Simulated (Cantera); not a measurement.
A closed system holds: 1 mol SiCl₄, 0.18 mol N₂O, a varied amount of N₂, at 1727 °C and 9.80 Pa.

Equilibrium computed with Cantera from the NASA thermochemical tables; the gas is ideal and each condensed phase is pure. Candidate condensed phases: Si, SiO₂, Si₂N₂O, Si₃N₄; 23 gas species. The tables' values for SiCl, SiCl₃, SiN are old estimates; treat these amounts as uncertain. Kinetics and transport are ignored.

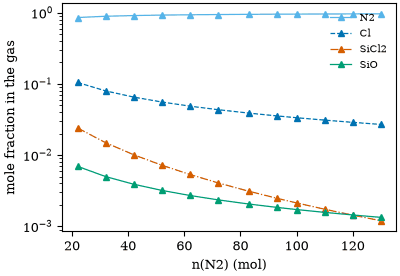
Equilibrium gas composition (values under 1e-9 drawn at 1e-9)

Task: Read off the mole fractions at 110 mol N₂.

Result: N₂ about 0.96, Cl about 0.031, SiCl₂ about 0.0017, SiO about 0.0016.
